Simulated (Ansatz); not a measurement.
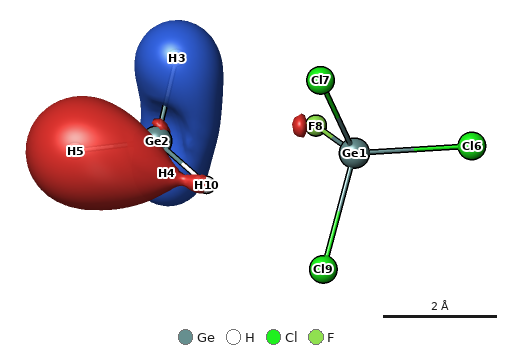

Cl3FGe···GeH4. The HOMO−1 at ±0.15 Å⁻³ᐟ² (blue and red are the two phases), seen at a tilt.

Not at a stationary point (largest force 1.3 eV/Å).

These are results of RHF/def2-SVP (Ansatz), not measurements.

Input file:

```
crystal:
  periodic: [false, false, false]
  atoms:
    - { symbol: Ge, position_ang: [0.0, 0.0, 0.0] }
    - { symbol: Ge, position_ang: [0.0, 0.0, 2.75] }
    - { symbol: H, position_ang: [-1.3958, -0.4318, 3.2674] }
    - { symbol: H, position_ang: [1.0719, -0.9929, 3.2674] }
    - { symbol: H, position_ang: [0.324, 1.4247, 3.2674] }
    - { symbol: Cl, position_ang: [2.0935, 0.0, -0.7393] }
    - { symbol: Cl, position_ang: [-1.0456, 1.8115, -0.7393] }
    - { symbol: F, position_ang: [-0.7913, -1.3709, -0.5594] }
    - { symbol: Cl, position_ang: [1.3216, 1.9931, 0.7946] }
    - { symbol: H, position_ang: [0.8497, 1.2813, 2.0735] }
basis:
  gaussian: { orbitals: def2-SVP }
hamiltonian:
  xc: hf
relax:
  f_tol: 0.15
  max_steps: 25
  restrain:
    - { distance: [0, 8], at: 2.22, k: 30.0 }
    - { distance: [9, 1], at: 1.55, k: 30.0 }
    - { distance: [0, 1], at: 3.6, k: 30.0 }
    - { distance: [9, 8], at: 2.57, k: 30.0 }
output:
  orbitals: {}
```

Command:

```sh
ansatz run input.yaml --threads 4 --pin off --max-ram 5120MiB --backend cpu --events-out ev --progress --plain --runs-dir out
```

The fields are those of the run's last geometry, not of the input's.

Where does this orbital lie, and at what energy?

Its weight (Hirshfeld) is mainly on Ge2 (about 40 %), H5 (about 30 %), H3 (about 15 %) and H4 (about 10 %). Its energy is −12.70 eV.
